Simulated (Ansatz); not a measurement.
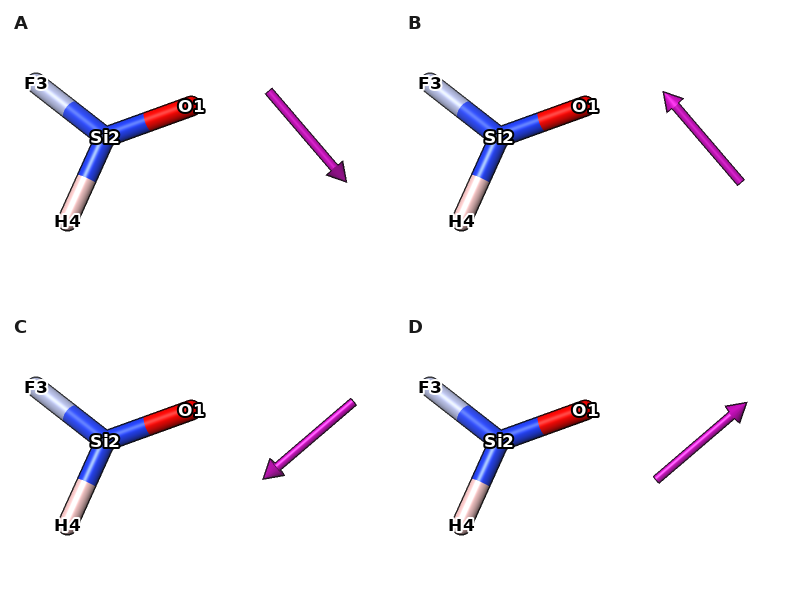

The same molecule four times, each with an arrow. The geometry was computed by an optimisation with PBE-D4/def2-SVP. No frequency run is at hand to confirm it as a minimum. Properties computed with RKS PBE-D4/def2-SVP (Ansatz 0.2.0).

Question: Which arrow points along the dipole moment, from the negative to the positive end?

Answer: C. The dipole moment is 2.75 D; it points from the side of O1 to the side of H4 (the outermost atoms at the two ends).
